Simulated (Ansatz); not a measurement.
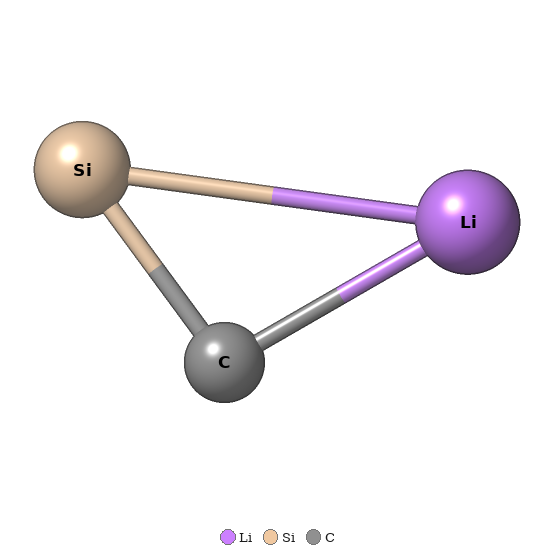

All atoms lie in one plane, which faces the viewer. Charge 0, doublet. The geometry was computed by an optimisation with PBE0-D4/def2-TZVP. No frequency run is at hand to confirm it as a minimum.

### Which symmetry elements does this geometry have?

It has 1 mirror plane, so the point group is Cs. The group has 2 operations. The geometry is achiral, and symmetry allows a dipole moment.
